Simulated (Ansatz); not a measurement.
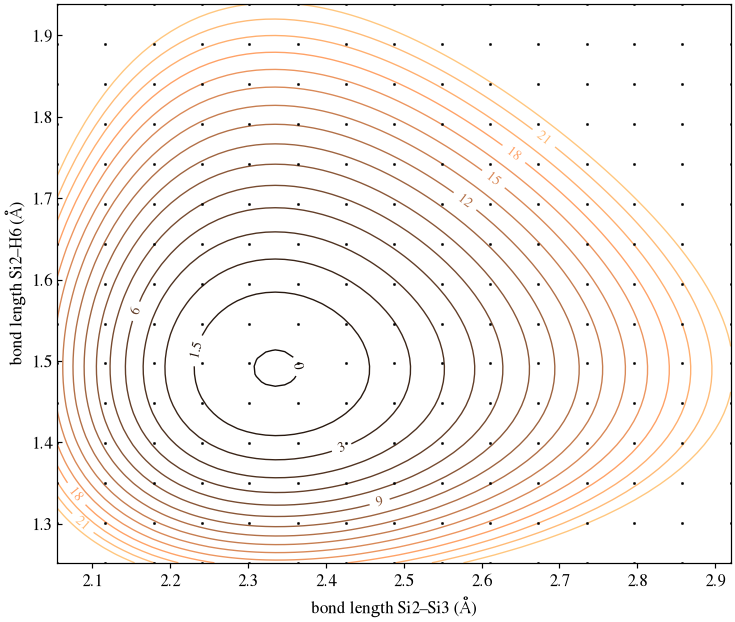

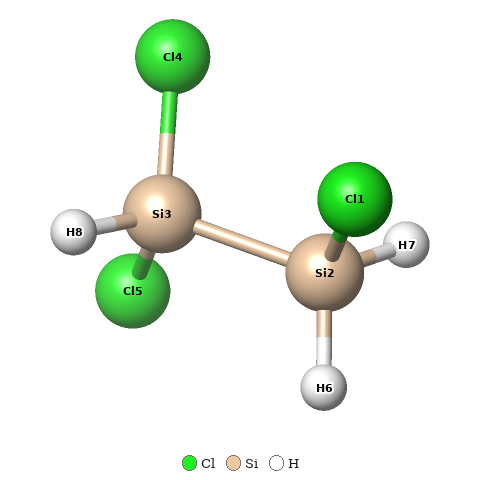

Energy landscape of Cl3H3Si2, SMILES Cl[SiH2][SiH](Cl)Cl. Coordinates scanned: (1) bond length Si2–Si3; (2) bond length Si2–H6. Nothing is relaxed (all other coordinates rigid). The scan uses a 15 × 15 grid. All energies are given in kcal/mol relative to the lowest grid point. The calculation used Ansatz, RKS PBE0-D4/def2-SVP.

Drawn: contour lines labelled in kcal/mol (none above 22.5), dots at the grid points. Between grid points the surface is interpolated. The second picture is the structure at the lowest point.

Describe this landscape.

Answer. The lowest grid point is at bond length Si2–Si3 = 2.364 Å, bond length Si2–H6 = 1.497 Å. It is the only kind of minimum in the scanned range. The highest grid point, bond length Si2–Si3 = 2.920 Å, bond length Si2–H6 = 1.938 Å, lies 45.2 kcal/mol above the lowest. Round the minimum the two coordinates are nearly uncoupled.

The values on the grid:

```csv
"bond length Si2–H6 ↓, bond length Si2–Si3 →",2.055,2.117,2.179,2.241,2.302,2.364,2.426,2.488,2.549,2.611,2.673,2.735,2.796,2.858,2.920
1.938,36.5,30.2,26.0,23.6,22.5,22.5,23.3,24.9,27.0,29.5,32.3,35.3,38.5,41.8,45.2
1.889,32.9,26.6,22.4,19.9,18.8,18.8,19.7,21.3,23.3,25.8,28.6,31.7,34.8,38.2,41.6
1.840,29.5,23.2,19.0,16.5,15.4,15.4,16.2,17.8,19.8,22.3,25.1,28.2,31.3,34.7,38.1
1.791,26.3,20.0,15.8,13.3,12.2,12.1,13.0,14.5,16.5,19.0,21.8,24.8,28.0,31.4,34.8
1.742,23.4,17.0,12.8,10.3,9.2,9.1,9.9,11.5,13.5,15.9,18.7,21.7,24.9,28.3,31.7
1.693,20.6,14.3,10.0,7.5,6.4,6.4,7.2,8.7,10.7,13.1,15.8,18.9,22.0,25.4,28.8
1.644,18.2,11.8,7.6,5.1,4.0,3.9,4.8,6.3,8.3,10.7,13.4,16.4,19.6,22.9,26.3
1.595,16.2,9.9,5.6,3.1,2.0,1.9,2.8,4.3,6.3,8.7,11.5,14.4,17.6,20.9,24.3
1.546,14.9,8.5,4.3,1.8,0.6,0.6,1.4,3.0,5.0,7.4,10.1,13.1,16.2,19.5,23.0
1.497,14.4,8.0,3.7,1.2,0.1,0.0,0.8,2.4,4.4,6.8,9.5,12.5,15.6,18.9,22.3
1.448,14.8,8.4,4.2,1.6,0.5,0.4,1.2,2.7,4.8,7.2,9.9,12.9,16.0,19.3,22.7
1.399,16.5,10.1,5.8,3.2,2.1,2.0,2.8,4.3,6.4,8.8,11.5,14.4,17.6,20.9,24.3
1.350,19.6,13.2,8.9,6.3,5.2,5.1,5.9,7.4,9.4,11.9,14.6,17.5,20.6,23.9,27.4
1.301,24.6,18.2,13.9,11.3,10.1,10.0,10.8,12.3,14.3,16.8,19.5,22.4,25.5,28.8,32.2
1.252,31.8,25.3,21.0,18.4,17.2,17.1,17.9,19.5,21.5,23.9,26.6,29.5,32.6,35.9,39.3
```

Time for the 225 points that were run: 14 min on 1 thread of Intel(R) Xeon(R) Platinum 8488C (Sapphire Rapids), with other jobs on the host.
